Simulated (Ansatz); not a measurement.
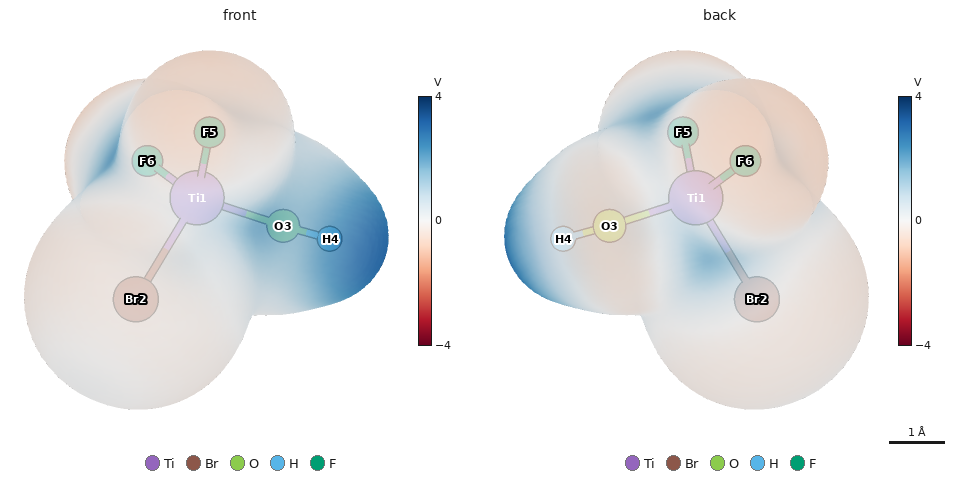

Figure 1: BrF₂HOTi. The molecular electrostatic potential painted on the density surface at 0.002 e/bohr³, seen from the front and from behind; red is negative and blue positive.

Level of theory: Ansatz, RKS PBE-D4/def2-SVP.

| atom | x (Å) | y (Å) | z (Å) |
| --- | --- | --- | --- |
| Ti | -0.0710 | 0.3630 | 0.2048 |
| Br | 1.8736 | 1.3198 | -0.7439 |
| O | -0.0138 | -1.3918 | 0.0095 |
| H | -0.1404 | -2.0032 | -0.7380 |
| F | -1.4666 | 0.9856 | -0.6419 |
| F | -0.1817 | 0.7265 | 1.9095 |

Where is the surface potential most negative and most positive?

Answer. The most negative region (about −0.8 V) lies over F6, the most positive (about +3.1 V) over H4.
